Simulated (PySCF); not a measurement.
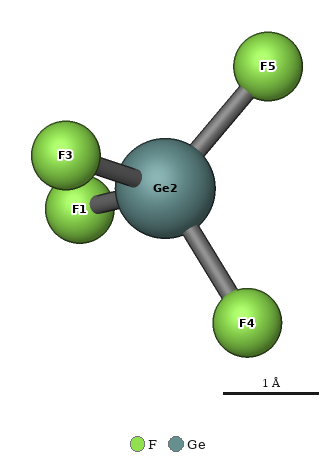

Figure 1. The structure (ball-and-stick view, seen at a tilt; atoms are numbered from 1 in the order of the input). Sticks mark near contacts. Bond lengths as drawn: F–Ge 1.69 Å.

## Core-level calculation, with input and output: GeF4

- system: GeF4, SMILES [F][Ge]([F])([F])[F]
- method: delta-SCF UKS SCAN, pcX-2 on the ionised atom (unc-x2c-TZVPall on a metal), pcseg-1 elsewhere, spin-free X2C (PySCF 2.14.0)

Figures and captions count atoms from 1; the log counts them from 0 in places.

Output
```
ground state, core basis on atom 0 (F), 114 functions
  cycle   1  E = -2493.51854688  |g| = 1.03e+00
  cycle   2  E = -2493.08232597  |g| = 1.96e+00
  cycle   3  E = -2493.69128094  |g| = 9.27e-02
  cycle   4  E = -2493.69123566  |g| = 9.91e-02
  cycle   5  E = -2493.69266575  |g| = 8.09e-03
  cycle   6  E = -2493.69268135  |g| = 2.16e-03
  cycle   7  E = -2493.69268702  |g| = 7.76e-04
  cycle   8  E = -2493.69268379  |g| = 3.57e-04
  E(ground) = -2493.80638716 Eh
hole in F 1s of atom 0
  cycle   1  E = -2467.29310993  |g| = 2.58e+00
  cycle   2  E = -2467.20335848  |g| = 2.17e+00
  cycle   3  E = -2468.08611281  |g| = 5.58e-01
  cycle   4  E = -2468.10076663  |g| = 5.09e-01
  cycle   5  E = -2468.18771459  |g| = 2.24e-02
  cycle   6  E = -2468.18786546  |g| = 9.85e-03
  cycle   7  E = -2468.18787320  |g| = 8.63e-03
  cycle   8  E = -2468.18789966  |g| = 1.22e-03
  cycle   9  E = -2468.18789781  |g| = 1.96e-04
  E(ion) = -2468.31013069 Eh   <S^2> = 0.7570   hole on atom = 1.000   binding energy = 693.788 eV
```

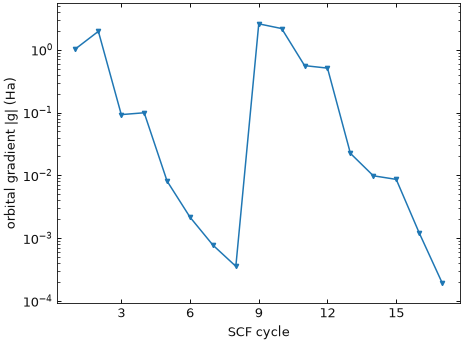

Figure 2. Convergence of the self-consistent field: orbital gradient |g| against the SCF cycle. All cycles printed in the log are drawn one after another.

The run was set up as follows.

Input
```
{"job": {"kind": "xps", "metal_2p": true}, "charge": 0, "multiplicity": 1}
F      1.292295    -1.088092    -0.085077
Ge    -0.000452    -0.000114     0.000028
F      0.595605     1.583194    -0.000421
F     -1.013833    -0.223059    -1.336254
F     -0.876114    -0.272569     1.421734
```

The first line tells a small driver script what to run in PySCF; the rest is the geometry in Å.

Summary

| quantity | value |
| --- | --- |
| outcome | converged |
| hardware | 4 threads of Arm Neoverse N1, 98 GiB of memory available, shared host |
| wall time | 3.3 s (CPU time 4.3 s) |
| peak memory | 0.63 GiB |
